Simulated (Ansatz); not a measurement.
# One shape, several levels: C4H6O (Cyclobutanone)

Wanted: a comparison of 6 runs (HF/STO-3G, PBE/def2-SVP, PBE0/def2-SVP, wB97X/def2-SVP, RPA@PBE0/def2-SVP, CCSD(T)/def2-SVP) of C4H6O (Cyclobutanone). 

Program for the calculation: Ansatz 0.2.0.

53 further runs of the same task are left out: 53 set aside as unsound or not needed. Runs told in other sessions of the task aren't counted.

### Step 1. The structure to begin with

C4H6O has 11 atoms, charge 0, and is taken as a singlet. SMILES: `O=C1CCC1`. The C4–H9 distance was set to 2.396 Å, away from the relaxed value. At this shape a bond of the SMILES string is far longer than usual.

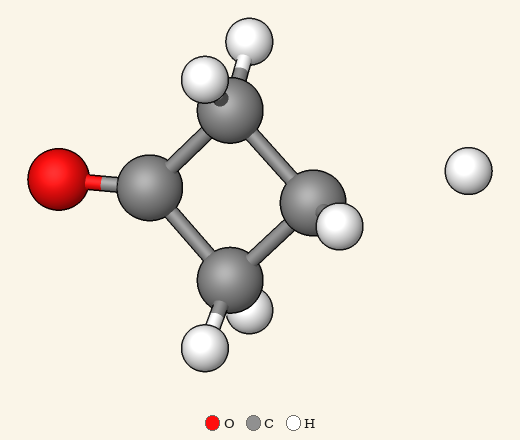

Viewed from a chosen angle; oxygen red, carbon grey, hydrogen white.

### Step 2. The energy at HF/STO-3G (run 1)

Contents of input.yaml:

```yaml
crystal:
  periodic: [false, false, false]
  atoms:
    - {symbol: O, position_ang: [-0.568115, 2.668479, -1.826155]}
    - {symbol: C, position_ang: [0.004995, 1.782679, -1.270285]}
    - {symbol: C, position_ang: [0.628285, 1.635219, 0.114065]}
    - {symbol: C, position_ang: [1.033225, 0.191629, -0.271685]}
    - {symbol: C, position_ang: [0.394625, 0.363559, -1.671455]}
    - {symbol: H, position_ang: [-0.093105, 1.733119, 0.928585]}
    - {symbol: H, position_ang: [1.448005, 2.333549, 0.298045]}
    - {symbol: H, position_ang: [2.108475, 0.019069, -0.289485]}
    - {symbol: H, position_ang: [0.009740, -1.507550, 1.072400]}
    - {symbol: H, position_ang: [1.078865, 0.324889, -2.522195]}
    - {symbol: H, position_ang: [-0.462445, -0.276541, -1.893105]}
basis:
  gaussian:
    orbitals: STO-3G
hamiltonian:
  xc: hf
accuracy: high
output: {orbitals: {seedname: orbitals}}
```

On the command line:

```bash
ansatz run input.yaml --threads 1 --pin off --max-ram 3480MiB --events-out events.jsonl --progress --plain --runs-dir runs
```

Standard output:

```text
Warning: RAYON_NUM_THREADS=1 ignored (pool sized by the plan → 1); use --threads N
Functional definition: HF
  name "HF"
  exchange = exact_x
  correlation = 0
679 factors; integrals over basis functions are off by at most 2.1e-9 eV
mean field evaluation 1: about -6159.2571 eV, gradient 4.0e1 eV
mean field evaluation 2: about -6159.4710 eV, gradient 4.0e1 eV
mean field evaluation 4: about -6166.2232 eV, gradient 4.0e0 eV
mean field evaluation 8: about -6166.3182 eV, gradient 4.4e-2 eV
mean field -6166.31237177 eV, -226.6077999860 hartree, gradient 2.0e-8 eV, S^2 0.000000; 0 other end points of the search recorded, 0 dependent functions left out
reference -6166.31237177 eV, -226.6077999860 hartree; 19, 19 occupied and 12, 12 virtual orbitals, 679 factors
Total energy: -6166.31237177 eV, -226.6077999860 hartree
```

Run time: 0.42 s. Hardware: 1 thread of Arm Neoverse V1, shared host.

### Step 3. A single-point energy at PBE/def2-SVP (run 2)

Contents of in.yaml:

```yaml
crystal:
  periodic: [false, false, false]
  atoms:
    - {symbol: O, position_ang: [-0.568115, 2.668479, -1.826155]}
    - {symbol: C, position_ang: [0.004995, 1.782679, -1.270285]}
    - {symbol: C, position_ang: [0.628285, 1.635219, 0.114065]}
    - {symbol: C, position_ang: [1.033225, 0.191629, -0.271685]}
    - {symbol: C, position_ang: [0.394625, 0.363559, -1.671455]}
    - {symbol: H, position_ang: [-0.093105, 1.733119, 0.928585]}
    - {symbol: H, position_ang: [1.448005, 2.333549, 0.298045]}
    - {symbol: H, position_ang: [2.108475, 0.019069, -0.289485]}
    - {symbol: H, position_ang: [0.009740, -1.507550, 1.072400]}
    - {symbol: H, position_ang: [1.078865, 0.324889, -2.522195]}
    - {symbol: H, position_ang: [-0.462445, -0.276541, -1.893105]}
basis:
  gaussian: {orbitals: def2-SVP}
hamiltonian: {xc: pbe}
accuracy: high
output: {orbitals: {seedname: orbitals}}
```

On the command line:

```bash
ansatz run in.yaml --threads 1 --pin off --max-ram 3480MiB --events-out events.jsonl --progress --plain --runs-dir runs
```

Standard output:

```text
Warning: RAYON_NUM_THREADS=1 ignored (pool sized by the plan → 1); use --threads N
Functional definition: PBE
  name "PBE"
  parameter kappa = 0.804
  parameter beta = 0.06672455060314922
  exchange = pbe_x(kappa = kappa, mu = beta*pi^2/3)
  correlation = pbe_c(beta = beta)
2443 factors; integrals over basis functions are off by at most 3.2e-9 eV
mean field evaluation 1: about -6258.8597 eV, gradient 7.2e1 eV
mean field evaluation 2: about -6229.0378 eV, gradient 1.2e2 eV
mean field evaluation 4: about -6272.7564 eV, gradient 2.1e1 eV
mean field evaluation 8: about -6275.2348 eV, gradient 1.3e0 eV
mean field evaluation 16: about -6275.2381 eV, gradient 4.3e-4 eV
mean field -6275.23810631 eV, -230.6107468976 hartree, gradient 1.4e-8 eV, S^2 0.000000; 0 other end points of the search recorded, 0 dependent functions left out
reference -6275.23810936 eV, -230.6107470097 hartree; 19, 19 occupied and 81, 81 virtual orbitals, 2443 factors
Total energy: -6275.23810936 eV, -230.6107470097 hartree
```

It took 10 s on 1 thread of Arm Neoverse V1, shared host; peak memory 0.29 GiB.

Runs 3 to 5 aren't shown in full; the table further down has their settings and results.

### Step 4. A single-point energy at CCSD(T)/def2-SVP (run 6)

Contents of molecule.yaml:

```yaml
crystal:
  periodic: [false, false, false]
  atoms:
    - {symbol: O, position_ang: [-0.568115, 2.668479, -1.826155]}
    - {symbol: C, position_ang: [0.004995, 1.782679, -1.270285]}
    - {symbol: C, position_ang: [0.628285, 1.635219, 0.114065]}
    - {symbol: C, position_ang: [1.033225, 0.191629, -0.271685]}
    - {symbol: C, position_ang: [0.394625, 0.363559, -1.671455]}
    - {symbol: H, position_ang: [-0.093105, 1.733119, 0.928585]}
    - {symbol: H, position_ang: [1.448005, 2.333549, 0.298045]}
    - {symbol: H, position_ang: [2.108475, 0.019069, -0.289485]}
    - {symbol: H, position_ang: [0.009740, -1.507550, 1.072400]}
    - {symbol: H, position_ang: [1.078865, 0.324889, -2.522195]}
    - {symbol: H, position_ang: [-0.462445, -0.276541, -1.893105]}
basis:
  gaussian: {orbitals: def2-SVP}
correlation: {method: ccsd_t, frozen_orbitals: {C: 1, H: 0, O: 1}}
accuracy: high
scf: {omitted_lower_state_checks: [cluster_reference, increment]}
```

On the command line:

```bash
ansatz run molecule.yaml --threads 1 --pin off --max-ram 3480MiB --events-out events.jsonl --progress --plain --runs-dir runs
```

Standard output:

```text
Warning: RAYON_NUM_THREADS=1 ignored (pool sized by the plan → 1); use --threads N
[... 12 lines left out ...]
5 core orbitals not correlated: weight in the atoms' cores, before any rotation towards them, 1.000 or more for the frozen orbitals, at most 0.000 for the correlated occupied ones
[... 29 lines left out ...]
WARN: these amplitudes may be one of several solutions (largest doubles amplitude 0.37, level shift 0.70 eV)
Total energy: -6265.65698881 eV, -230.2586473239 hartree
Checks for a lower state left out: cluster_reference, increment
```

It took 72 s on 1 thread of Arm Neoverse V1, shared host; peak memory 0.81 GiB.

### Step 5. Overview of the runs

| run | level | frozen core orbitals | energy (Eh) | HOMO energy (eV) | LUMO energy (eV) | HOMO–LUMO gap (eV) | wall time |
| --- | --- | --- | --- | --- | --- | --- | --- |
| 1 | HF/STO-3G | – | -226.607800 | -6.19 | 3.19 | 9.39 | 0.42 s |
| 2 | PBE/def2-SVP | – | -230.610747 | -5.84 | -3.90 | 1.94 | 10 s |
| 3 | PBE0/def2-SVP | – | -230.615167 | -7.15 | -3.13 | 4.03 | 12 s |
| 4 | wB97X/def2-SVP | – | -230.813339 | -9.30 | -1.09 | 8.21 | 41 s |
| 5 | RPA@PBE0/def2-SVP | 5 | -230.471863 | – | – | – | 34 s |
| 6 | CCSD(T)/def2-SVP | 5 | -230.258647 | – | – | – | 72 s |

### Step 6. Outcome

```
                                          quantity          value
                               run 6: total energy  -230.25865 Eh
run 6: correlation energy (5 core orbitals frozen)     -839.5 mEh
                             run 6: (T) correction     -36.37 mEh
                              run 6: T1 diagnostic          0.027
```

**Reading.** Over runs 1, 2, 3, 4 the HOMO–LUMO gap runs from 1.94 eV (PBE/def2-SVP) to 9.39 eV (HF/STO-3G). The two ends differ in method and basis. Totals of different functionals can't be ranked against each other. In runs 5, 6 the log says that unrestricted orbitals would lower the reference, so the values rest on an unstable closed-shell determinant (other closed-shell runs at this shape may share the fault). In run 1 the basis is minimal, so the values are rough. In all runs a closed-shell determinant meets a far-stretched bond; if it breaks into open shells, such a determinant describes it badly, and no broken-symmetry solution was shown. All runs together took 2.8 min, the longest 72 s.
